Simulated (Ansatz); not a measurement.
# Geometry relaxation, with input and output: CH$_{7}$GeNO$_{2}$ (part 2 of 2)

The same run, continued: CH$_{7}$GeNO$_{2}$; RKS PBE-D4/def2-SVP (Ansatz 0.2.0). It belongs to a series of runs on one base structure; here: end point A relaxed.

Geometry of the input (Å):
```
O  -1.7726  -0.4606  1.6542
C  -1.0290  -0.1880  0.5131
N  0.3495  -0.2321  0.8867
Ge 1.5174  0.0805  -0.6152
O  1.2294  1.7479  -1.1900
H  -2.7622  -0.3596  1.3278
H  -1.2378  0.8225  0.1036
H  -1.2017  -0.9446  -0.2634
H  0.5974  -1.1892  1.2641
H  2.9339  -0.1588  -0.2218
H  1.0291  -0.9125  -1.7197
H  0.4235  1.7394  -1.7054
```

**Trajectory as extended XYZ, continued**
```
12
Properties=species:S:1:pos:R:3:forces:R:3 step=9 energy=-63225.25691 accepted=F
O    -1.6770    0.0510    1.7365   -0.2502  -0.4339  -0.7468
C    -1.1777   -0.4124    0.4626   -0.1180   0.0040   0.0843
N     0.2481   -0.5055    0.5361    0.3447  -0.9219   1.1601
Ge    1.4571    0.1044   -0.6974    0.0169   0.0051   0.0422
O     1.2094    1.8796   -0.9269   -0.2332   0.0331  -0.7622
H    -2.5914   -0.3078    1.7999    0.3666   0.2059   0.0496
H    -1.4084    0.3123   -0.3800   -0.0413  -0.2766   0.3674
H    -1.6779   -1.4098    0.1940    0.2251   0.5574   0.2210
H     0.6010   -1.0856    1.3569   -0.4995   0.8480  -1.2246
H     2.8409   -0.1692   -0.0614    0.0106  -0.0103  -0.0074
H     1.3026   -0.5487   -2.1151   -0.0241   0.0419   0.0885
H     0.9502    2.0364   -1.8710    0.2023  -0.0527   0.7279
12
Properties=species:S:1:pos:R:3:forces:R:3 step=11 energy=-63225.32253
O    -1.6861    0.0351    1.7163    0.0267  -0.0483  -0.1906
C    -1.1647   -0.4152    0.4679   -0.0334   0.0283   0.0131
N     0.2593   -0.4983    0.5579   -0.0559  -0.0774   0.0307
Ge    1.4589    0.1028   -0.6872   -0.0245   0.0360  -0.0030
O     1.2223    1.8768   -0.9303   -0.0642  -0.0340  -0.1200
H    -2.6076   -0.2819    1.7629    0.0328   0.0279   0.0191
H    -1.4027    0.3006   -0.3656   -0.0095  -0.0909   0.0772
H    -1.6433   -1.4027    0.1995    0.0456   0.1160   0.0481
H     0.5961   -1.0816    1.3294    0.0172   0.0340  -0.0343
H     2.8524   -0.1743   -0.0764    0.0091  -0.0070   0.0016
H     1.2615   -0.5572   -2.0915    0.0055   0.0166   0.0170
H     0.9308    2.0409   -1.8489    0.0507  -0.0012   0.1411
12
Properties=species:S:1:pos:R:3:forces:R:3 step=13 energy=-63225.34858
O    -1.6199    0.1907    1.6221   -0.0411  -0.2569  -0.3977
C    -1.1725   -0.5000    0.4426   -0.1680   0.1059   0.1380
N     0.2491   -0.6269    0.4765   -0.0636  -0.2295   0.0766
Ge    1.4442    0.1093   -0.6976   -0.0409   0.1172   0.0098
O     1.1522    1.8915   -0.8175   -0.0148  -0.0694  -0.2062
H    -2.5444   -0.0915    1.7733    0.1333   0.0688  -0.0132
H    -1.4372    0.0662   -0.4976    0.0084  -0.1568   0.2414
H    -1.6955   -1.5068    0.3817    0.1977   0.3184   0.0345
H     0.6111   -1.0685    1.3298   -0.0475   0.0949  -0.1273
H     2.8355   -0.1790   -0.0837    0.0131  -0.0082  -0.0045
H     1.2783   -0.4624   -2.1432   -0.0071   0.0206   0.0536
H     0.9759    2.1222   -1.7524    0.0306  -0.0051   0.1949
12
Properties=species:S:1:pos:R:3:forces:R:3 step=14 energy=-63225.36682
O    -1.5701    0.2935    1.5236   -0.0541  -0.4174  -0.4615
C    -1.1680   -0.5575    0.4269   -0.3632   0.1371   0.0793
N     0.2477   -0.7252    0.4285    0.0976  -0.2414   0.3062
Ge    1.4343    0.1135   -0.6929   -0.0973   0.1130  -0.0512
O     1.1237    1.8972   -0.7301    0.0372  -0.0561  -0.1380
H    -2.5004    0.0651    1.7308    0.2081   0.0620  -0.0676
H    -1.4551   -0.1115   -0.5760    0.0389  -0.1779   0.4084
H    -1.7068   -1.5591    0.5091    0.2552   0.4582  -0.0014
H     0.6184   -1.0575    1.3329   -0.1247   0.1328  -0.2948
H     2.8353   -0.1983   -0.1097   -0.0138   0.0200   0.0136
H     1.2537   -0.3972   -2.1567   -0.0048   0.0101   0.0384
H     0.9642    2.1821   -1.6523    0.0209  -0.0404   0.1686
12
Properties=species:S:1:pos:R:3:forces:R:3 step=16 energy=-63225.42708
O    -1.5571    0.4204    1.2628   -0.0911  -0.0888  -0.0726
C    -1.1442   -0.6550    0.4217   -0.0224  -0.0766  -0.1252
N     0.2784   -0.8008    0.4376    0.0306   0.0070   0.1477
Ge    1.4076    0.1177   -0.6956    0.0516   0.0618  -0.0965
O     1.3516    1.9277   -0.5715   -0.5542   0.2553  -1.0247
H    -2.5004    0.2835    1.4823    0.1206  -0.0022  -0.0632
H    -1.4559   -0.4955   -0.6505    0.0351  -0.0158   0.2038
H    -1.6211   -1.6193    0.7494   -0.0034   0.1418   0.0313
H     0.6429   -0.9263    1.3916   -0.0589   0.0064  -0.1048
H     2.8423   -0.3024   -0.2813   -0.0977   0.0105  -0.0164
H     0.9869   -0.2786   -2.1480    0.0361   0.0409   0.1023
H     0.8458    2.2737   -1.3645    0.5537  -0.3403   1.0182
12
Properties=species:S:1:pos:R:3:forces:R:3 step=17 energy=-63225.45040
O    -1.5525    0.4674    1.1685    0.0763  -0.1487  -0.1614
C    -1.1289   -0.6753    0.4179   -0.1040  -0.0790  -0.0913
N     0.2947   -0.8048    0.4429   -0.0412  -0.0189   0.1786
Ge    1.4064    0.1089   -0.7148    0.1039   0.1223  -0.0143
O     1.4196    1.9195   -0.5477   -0.8519   0.2495  -0.9921
H    -2.4942    0.3453    1.3896   -0.0311  -0.0203  -0.0242
H    -1.4477   -0.6058   -0.6659    0.0767  -0.0162   0.3138
H    -1.5977   -1.6143    0.8315    0.0477   0.2325  -0.0436
H     0.6571   -0.8777    1.4061   -0.0788   0.0098  -0.2048
H     2.8355   -0.3551   -0.3333   -0.0721   0.0650  -0.0493
H     0.9378   -0.2509   -2.1610    0.0141   0.0128   0.1202
H     0.7470    2.2877   -1.1997    0.8604  -0.4087   0.9685
12
Properties=species:S:1:pos:R:3:forces:R:3 step=19 energy=-63225.55082
O    -1.5706    0.5314    0.9349   -0.0011   0.0487  -0.0599
C    -1.1065   -0.7188    0.4221    0.0298  -0.0862   0.1312
N     0.3166   -0.8021    0.4730    0.2073   0.0615  -0.1323
Ge    1.3914    0.1019   -0.7450   -0.0682  -0.0846   0.0101
O     1.5395    1.8876   -0.5288   -0.1927   0.1069  -0.1164
H    -2.5184    0.4360    1.1479    0.0127  -0.0055  -0.0403
H    -1.4178   -0.8661   -0.6447   -0.0041   0.0243   0.0390
H    -1.5487   -1.5632    1.0129    0.0096   0.0445  -0.0437
H     0.6909   -0.7758    1.4282   -0.1150  -0.0180   0.0579
H     2.8398   -0.3908   -0.5309   -0.0434  -0.0021   0.0024
H     0.7547   -0.2157   -2.1264    0.0043  -0.0175  -0.0211
H     0.7059    2.3206   -0.8093    0.1608  -0.0720   0.1731
12
Properties=species:S:1:pos:R:3:forces:R:3 step=21 energy=-63225.59386
O    -1.5280    0.5885    0.7879    0.0348  -0.0536  -0.0255
C    -1.0739   -0.7224    0.4205   -0.0266  -0.0530  -0.0239
N     0.3483   -0.8084    0.4798    0.1087  -0.0034   0.0651
Ge    1.3842    0.0798   -0.7797   -0.0783   0.0532  -0.0770
O     1.5084    1.8668   -0.5455   -0.8395   0.3353   0.1104
H    -2.4837    0.5319    0.9808    0.0207   0.0138  -0.0475
H    -1.3858   -0.9751   -0.6282   -0.0036   0.0376   0.1125
H    -1.5270   -1.4960    1.0959    0.0377   0.1047  -0.0549
H     0.7086   -0.7161    1.4375   -0.0659  -0.0224   0.0013
H     2.8475   -0.3972   -0.6402   -0.0443   0.0084  -0.0098
H     0.6856   -0.2568   -2.1284    0.0397  -0.0161  -0.0021
H     0.5927    2.2499   -0.4464    0.8167  -0.4045  -0.0485
12
Properties=species:S:1:pos:R:3:forces:R:3 step=22 energy=-63225.61340
O    -1.4900    0.5971    0.7768    0.0753   0.0134  -0.0433
C    -1.0572   -0.7255    0.4272   -0.0451  -0.0492  -0.0082
N     0.3632   -0.8310    0.4879   -0.0063  -0.0008   0.0310
Ge    1.3640    0.0798   -0.7828    0.0990   0.0225  -0.0291
O     1.4753    1.8626   -0.5231   -0.5347   0.1846   0.0621
H    -2.4585    0.5742    0.8943   -0.0247   0.0148  -0.0279
H    -1.3718   -0.9847   -0.6176   -0.0229   0.0174   0.0765
H    -1.5266   -1.4771    1.1119    0.0341   0.0274  -0.0173
H     0.7214   -0.7285    1.4451   -0.0280  -0.0150   0.0013
H     2.8329   -0.3826   -0.6633   -0.0168   0.0011  -0.0278
H     0.6614   -0.2604   -2.1271    0.0082  -0.0015  -0.0001
H     0.5628    2.2210   -0.3953    0.4618  -0.2145  -0.0172
12
Properties=species:S:1:pos:R:3:forces:R:3 step=24 energy=-63225.65785
O    -1.3492    0.6662    0.6578   -0.4011  -0.0497  -0.0261
C    -1.0189   -0.7243    0.4413   -0.0066  -0.0413   0.0494
N     0.3964   -0.9077    0.4750   -0.1440  -0.0391   0.0251
Ge    1.3399    0.0687   -0.8010    0.1033   0.2017   0.0402
O     1.3060    1.8395   -0.4456   -0.3704   0.0372   0.0778
H    -2.3306    0.7570    0.6322    0.4081  -0.0347  -0.0112
H    -1.3936   -1.0616   -0.5590   -0.0135   0.0474   0.0628
H    -1.5088   -1.3684    1.2182    0.0590   0.1026  -0.0714
H     0.7650   -0.7944    1.4272    0.0353  -0.0052  -0.0211
H     2.8377   -0.3077   -0.7319   -0.0299  -0.0201  -0.0192
H     0.6402   -0.2779   -2.1460    0.0102   0.0013   0.0156
H     0.3928    2.0555   -0.1342    0.3496  -0.2003  -0.1219
12
Properties=species:S:1:pos:R:3:forces:R:3 step=26 energy=-63225.67496
O    -1.3021    0.6964    0.6573   -0.1714   0.0329   0.0079
C    -1.0086   -0.7048    0.4491    0.0457  -0.0472  -0.0044
N     0.4010   -0.9286    0.4545   -0.0939   0.0018   0.0163
Ge    1.3501    0.0712   -0.8086    0.0108   0.0857   0.0178
O     1.2033    1.8302   -0.4435   -0.2989  -0.0066   0.0960
H    -2.2709    0.8253    0.5802    0.1638  -0.0217  -0.0018
H    -1.4195   -1.0343   -0.5376   -0.0046   0.0128   0.0250
H    -1.4994   -1.3202    1.2433    0.0286   0.0236  -0.0208
H     0.7906   -0.8448    1.4016    0.0100  -0.0066  -0.0235
H     2.8523   -0.2782   -0.7162   -0.0038  -0.0010   0.0053
H     0.6921   -0.2935   -2.1691    0.0057  -0.0089   0.0008
H     0.2881    1.9261   -0.0770    0.3079  -0.0649  -0.1186
12
Properties=species:S:1:pos:R:3:forces:R:3 step=27 energy=-63225.67806
O    -1.3022    0.7013    0.6822    0.0675   0.0155   0.0165
C    -1.0112   -0.6972    0.4515    0.0384  -0.0237  -0.0142
N     0.3957   -0.9267    0.4435   -0.0096   0.0246   0.0115
Ge    1.3537    0.0740   -0.8141    0.0227  -0.0347  -0.0051
O     1.1777    1.8306   -0.4665    0.0141  -0.0162  -0.0149
H    -2.2639    0.8354    0.5879   -0.0529   0.0131  -0.0156
H    -1.4323   -1.0109   -0.5351   -0.0071   0.0005   0.0035
H    -1.4948   -1.3205    1.2412   -0.0086  -0.0112   0.0123
H     0.7954   -0.8611    1.3879   -0.0078  -0.0074  -0.0213
H     2.8568   -0.2632   -0.6903   -0.0044  -0.0105  -0.0036
H     0.7219   -0.3117   -2.1819    0.0111   0.0084   0.0054
H     0.2802    1.8950   -0.0721   -0.0632   0.0415   0.0253
12
Properties=species:S:1:pos:R:3:forces:R:3 step=29 energy=-63225.67918
O    -1.2869    0.7081    0.6976   -0.0067   0.0089   0.0085
C    -1.0090   -0.6933    0.4560    0.0130  -0.0103  -0.0061
N     0.3948   -0.9347    0.4350   -0.0039   0.0109  -0.0001
Ge    1.3554    0.0725   -0.8160    0.0004   0.0086   0.0065
O     1.1458    1.8268   -0.4738    0.0076  -0.0133  -0.0130
H    -2.2451    0.8573    0.5802    0.0011  -0.0024  -0.0029
H    -1.4436   -0.9962   -0.5280   -0.0012   0.0012  -0.0002
H    -1.4920   -1.3162    1.2468   -0.0028  -0.0022   0.0043
H     0.8021   -0.8866    1.3767   -0.0027  -0.0026  -0.0091
H     2.8592   -0.2541   -0.6717   -0.0022  -0.0018  -0.0019
H     0.7486   -0.3166   -2.1936    0.0043  -0.0039   0.0035
H     0.2476    1.8777   -0.0751   -0.0068   0.0069   0.0105
```

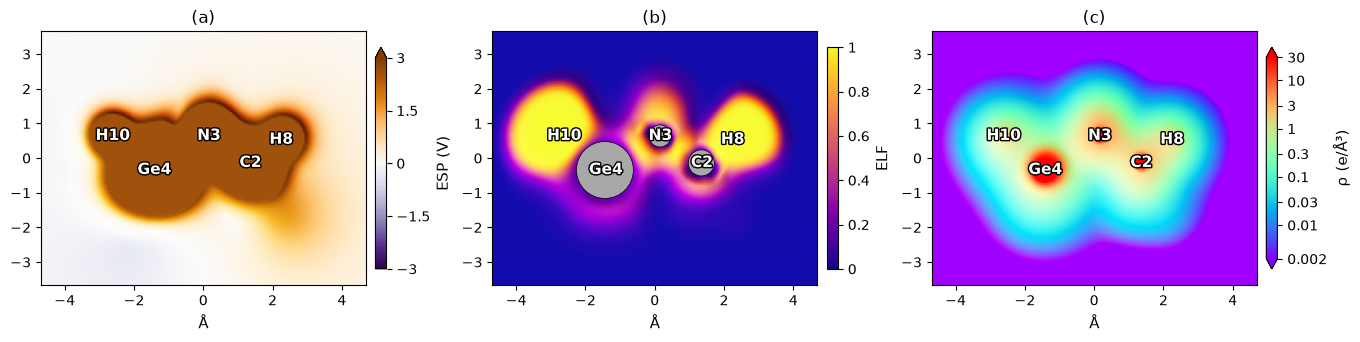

*(a) molecular electrostatic potential; (b) ELF; (c) electron density on the plane of atoms N3, Ge4 and H10. Grey discs, where drawn, cover atomic cores.*

Atoms in the plane: C, N, Ge and H. Ge–N (1.87 Å): ρ is about 0.91 e/Å³ halfway; the ELF peaks at about 0.90 in the valence shell of N, 0.7 Å from its nucleus, and is about 0.50 at the midpoint.

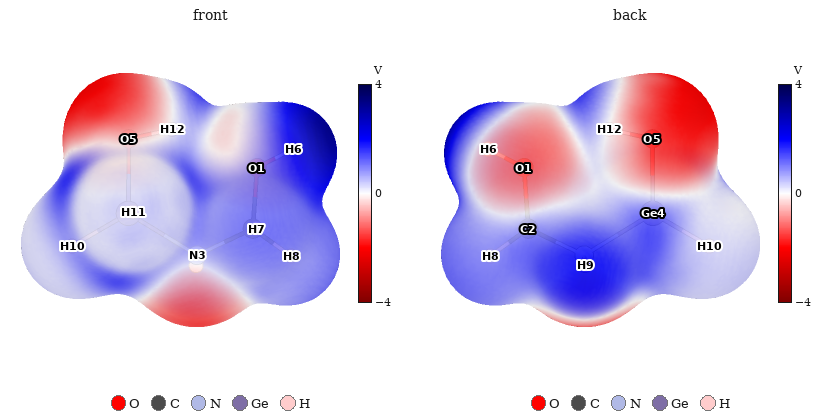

*The molecular electrostatic potential painted on the density surface at 0.004 e/bohr³, seen face on and from behind; the colour scale runs from red (negative) to blue (positive).*

A positive charge is drawn to the negative regions and a negative charge to the positive ones.

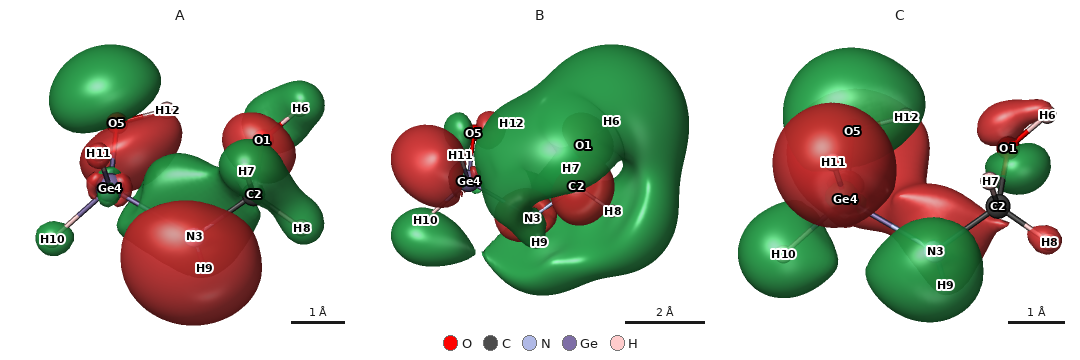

*Three frontier orbitals at ±0.06 Å⁻³ᐟ² (green and red are the two phases).*

C is the HOMO−1 (−6.22 eV). A is the HOMO (−5.81 eV). B is the LUMO (0.38 eV). By Hirshfeld shares it lies mainly on H6 (25 %), Ge4 (15 %), C2 (15 %), O1 (10 %) and H7 (10 %). The HOMO–LUMO gap is 6.19 eV between the orbital energies.
